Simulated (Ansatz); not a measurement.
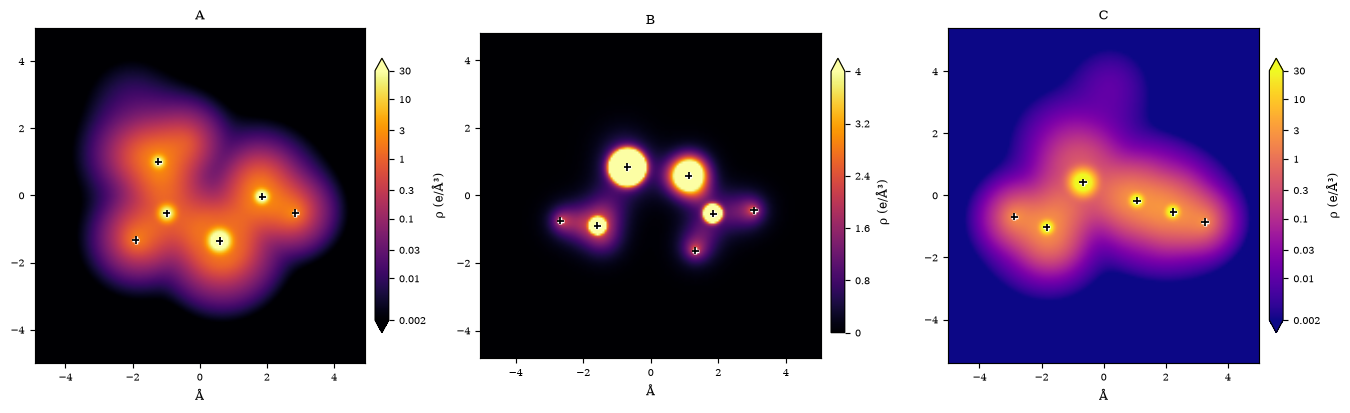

The total electron density of 3 systems, each on a plane through atoms (crosses mark nuclei in the plane).

Level of theory: Ansatz, isolated molecule in a Gaussian basis; Kohn-Sham density functional theory, functional PBE0.

System 1: C$_{3}$H$_{9}$OPSi$_{2}$, the plane of atoms Si6, C3 and H10. Geometry: B3LYP-D3(BJ)/def2-SVP.

```xyz
16

C    -4.4630   -0.8578    1.0048
C    -3.3266   -0.6723    0.6069
C    -1.3764   -1.0048   -1.7029
O    -1.2796    1.2335    0.1043
P    -0.1155   -1.4303    1.4324
Si   -1.5943   -0.3992    0.0472
Si   -1.5076    2.5761    1.0601
H    -5.4664   -1.0209    1.3542
H    -1.5820   -2.0849   -1.7701
H    -0.3459   -0.8222   -2.0457
H    -2.0691   -0.4775   -2.3777
H    -0.8343   -2.6666    1.4077
H    -0.7729   -0.9685    2.6144
H    -0.6723    3.6784    0.5128
H    -1.0901    2.2871    2.4639
H    -2.9407    2.9848    1.0544
```

System 2: C$_{3}$H$_{11}$BSSi (SMILES C[SiH2]CBSC), the plane of atoms S5, C3 and H15. Geometry: PBE-D3(BJ)/def2-SVP.

```xyz
17

C    -2.4892    0.1971    1.8096
C     0.3694    0.5227    0.5269
C    -1.5410   -0.8325   -1.7509
B    -0.1871    1.4467   -0.5961
S    -1.2972    0.9763   -1.9148
Si   -0.7036    0.7497    2.0926
H    -3.1118    0.4097    2.7017
H    -2.5419   -0.8933    1.6133
H    -2.9319    0.7305    0.9437
H    -0.0959   -0.0583    3.2129
H    -0.6749    2.1987    2.5027
H     0.3792   -0.5615    0.2900
H     1.3904    0.8338    0.8353
H     0.0523    2.6410   -0.6199
H    -2.1431   -1.1624   -2.6176
H    -0.5705   -1.3642   -1.7629
H    -2.0872   -1.0743   -0.8198
```

System 3: C$_{3}$H$_{11}$BGeO, the plane of atoms H7, B4 and H8. Geometry: B3LYP-D3(BJ)/def2-SVP.

| atom | x (Å) | y (Å) | z (Å) |
| --- | --- | --- | --- |
| C | 1.3978 | -0.7631 | -0.0268 |
| C | -0.7182 | 1.3134 | -1.3794 |
| C | -1.0899 | -1.8986 | -1.7903 |
| B | -2.2906 | 0.2047 | 1.4850 |
| Ge | -0.4383 | -0.4709 | -0.6264 |
| O | -1.4379 | -0.6440 | 0.9001 |
| H | -2.5170 | 1.3056 | 1.0141 |
| H | -2.8425 | -0.1476 | 2.5074 |
| H | 1.4735 | -1.7306 | 0.4912 |
| H | 2.0878 | -0.7665 | -0.8848 |
| H | 1.7044 | 0.0329 | 0.6683 |
| H | -1.7757 | 1.4653 | -1.6399 |
| H | -0.1103 | 1.4244 | -2.2910 |
| H | -0.4202 | 2.0901 | -0.6602 |
| H | -1.0154 | -2.8669 | -1.2737 |
| H | -0.4936 | -1.9445 | -2.7148 |
| H | -2.1423 | -1.7229 | -2.0588 |

> Match each panel to its system.

Panel A is system 2, C$_{3}$H$_{11}$BSSi: the plane holds C, B, S and H. C–B (1.56 Å): the density is about 1.4 e/Å³ at the midpoint. Panel B is system 3, C$_{3}$H$_{11}$BGeO: the plane holds C, B, Ge, O and H. B–O (1.34 Å): ρ is about 2.2 e/Å³ halfway. Panel C is system 1, C$_{3}$H$_{9}$OPSi$_{2}$: the plane holds C, Si and H. C–C (1.22 Å): the density is about 2.7 e/Å³ at the midpoint.
